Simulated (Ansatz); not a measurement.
A series of calculations on SiH₄O and related structures

### Relaxation

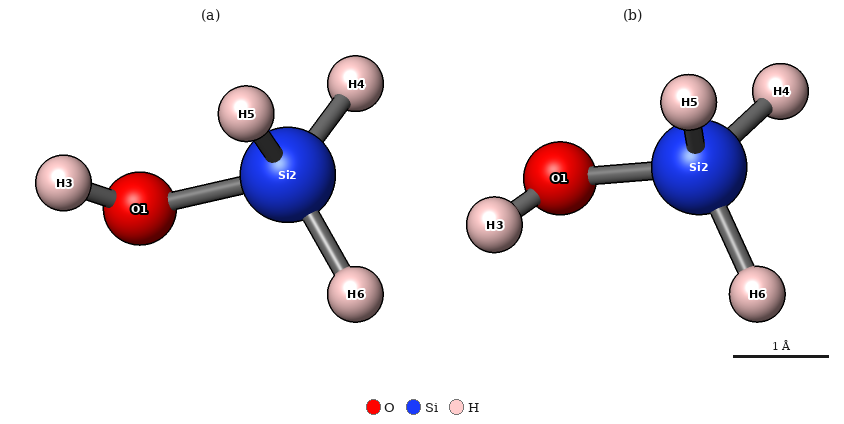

The structure of SiH4O before (left) and after (right) a relaxation, at one scale.

Style: ball-and-stick. Shown at a tilt.

It is one of the separated products of a reaction.

Level of theory: RKS PBE0-D4/def2-TZVP (Ansatz).

Input
```yaml
crystal:
  periodic: [false, false, false]
  atoms:
    - {symbol: O, position_ang: [0.105610, -0.079739, -0.258418]}
    - {symbol: Si, position_ang: [-0.958901, 0.193912, -1.610932]}
    - {symbol: H, position_ang: [0.994788, -0.489091, -0.458938]}
    - {symbol: H, position_ang: [-1.192065, 1.637436, -1.766419]}
    - {symbol: H, position_ang: [-0.101618, -0.321276, -2.703911]}
    - {symbol: H, position_ang: [-2.165275, -0.633147, -1.459303]}
basis:
  gaussian: {orbitals: def2-TZVP}
hamiltonian: {xc: pbe0, dispersion: d4}
relax: {f_tol: 0.005, max_steps: 200}
```

Launched with:
```bash
ansatz run in.yaml --threads 4 --pin off --events-out ev --progress --plain --max-ram 46080MiB --backend cpu
```

> What changed between the two?

The energy falls by 0.277 eV in 13 geometry steps. The largest force component goes from 2.6 to 0.00025 eV/Å. The forces were under the threshold at step 5, but the run went on from there. H3 moves most after the best rigid fit: 0.46 Å. Largest moves by element: H 0.46 Å, O 0.32 Å, Si 0.14 Å. Among the contacts that change: O1–Si2 1.743 → 1.648 Å, O1–H3 0.999 → 0.958 Å, Si2–H6 1.470 → 1.489 Å, Si2–H4 1.470 → 1.480 Å. Bond angles that change, for instance: O1–Si2–H5 99.5° → 111.7°, H4–Si2–H6 115.7° → 109.9°, O1–Si2–H4 109.5° → 105.9°. Groups turn about O1–Si2 by about 60°. The run took about 17 core-seconds on a shared host.

### Relaxation

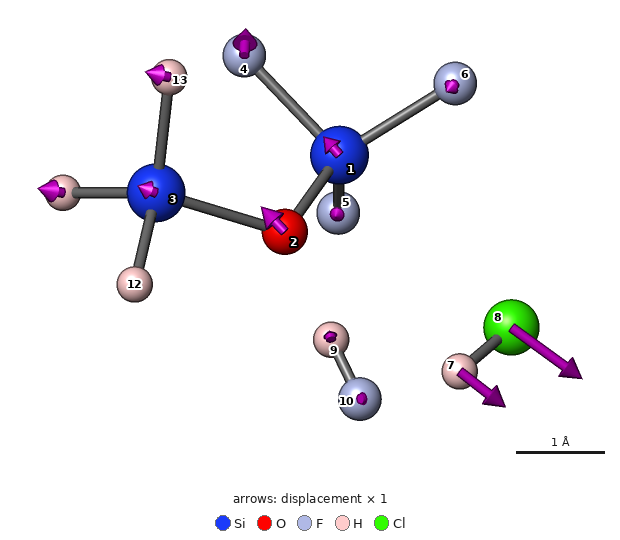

A relaxation of Si2H5OClF4 (started from a transition state, displaced along its imaginary mode). The starting structure is drawn; purple arrows show the displacements, at their true length. The two geometries are superimposed by the best rigid fit.

The picture is a ball-and-stick view, seen from a free direction.

Theory: RKS PBE0-D4/def2-TZVP (Ansatz 0.2.0). Settings: force threshold 0.005 eV/Å; at most 200 steps.

> Atoms of which element are displaced furthest, and by how much?

Chlorine: up to 1.02 Å, against 0.68 Å for hydrogen.

> What happened in the run?

The Cl atom moves most after the best rigid fit: 1.02 Å. Largest moves by element: Cl 1.02 Å, H 0.68 Å, F 0.43 Å, O 0.41 Å, Si 0.29 Å. Some distances before and after: Cl–Si 2.796 → 4.082 Å, H–O 1.465 → 1.723 Å, Cl–H 1.166 → 1.290 Å, F–H 0.817 → 0.939 Å. Among the angles between lasting bonds that change: Si–O–Si 120.7° → 133.9°, O–Si–F 100.5° → 108.9°, O–Si–F 116.9° → 110.1°. The energy falls by 1.580 eV in 12 geometry steps. The largest force component goes from 10 to 0.003 eV/Å.

### Reaction

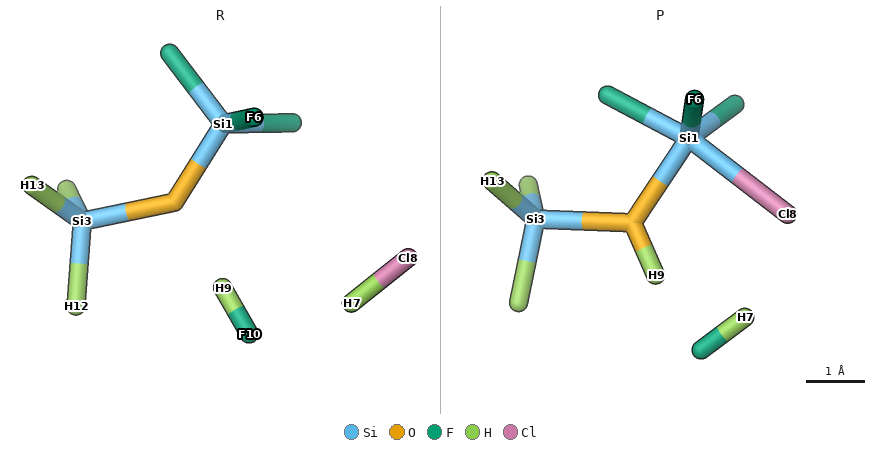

Reactant (R) and product (P) of one elementary step of Si$_{2}$H$_{5}$OClF$_{4}$. A stick model, seen at a tilt.

Stationary points at PBE0-D4/def2-TZVP, single-point energies with CCSD(T)/CBS, RPA@PBE, PBE-D4, BLYP-D4 (def2-TZVPP where no basis is named; Ansatz 0.2.0). The energies are electronic, without zero-point or thermal terms, and both ends are the minima reached downhill from the saddle, with any fragments still in contact. CCSD(T)/CBS stands for a frozen-core estimate: MP2 correlation extrapolated from def2-TZVPP and def2-QZVPP, CCSD(T) minus MP2 from the smaller set.

Q: Predict the saddle point between them and the barrier.

A: Counted by bonded pieces, R holds HCl + HF + Si₂H₃OF₃ and P holds HF + Si₂H₄ClOF₃. From R over the saddle to P, bonds form: Cl–Si (4.08 → 2.49 → 2.22 Å), H–O (1.72 → 1.17 → 1.00 Å), F–H (1.92 → 1.15 → 0.96 Å). Bonds break: Cl–H (1.29 → 1.54 → 1.95 Å), F–H (0.94 → 1.16 → 1.55 Å). The saddle has one imaginary mode, 792i cm⁻¹. With CCSD(T)/CBS the barrier is 23.5 kcal/mol from R and 7.6 kcal/mol from P, and P lies 15.9 kcal/mol above R.

```tsv
level	barrier from R (kcal/mol)	barrier from P (kcal/mol)	P less R (kcal/mol)
CCSD(T)/CBS	23.5	7.6	15.9
RPA@PBE	24.4	5.3	19.1
PBE-D4	13.7	2.6	11.1
BLYP-D4	19.6	2.9	16.7
```

Against CCSD(T)/CBS, RPA@PBE comes closest on the barrier from R (+0.9 kcal/mol) and PBE-D4 misses most (−9.8 kcal/mol).

The saddle point in the same view, with dashed sticks for the bonds that form or break:

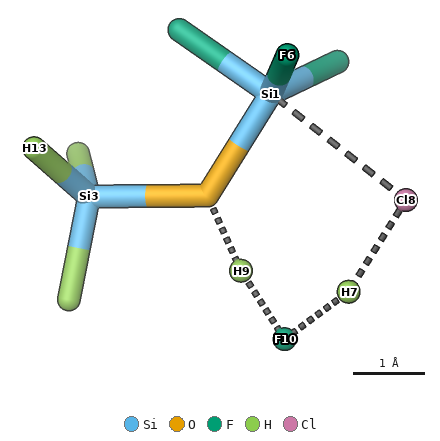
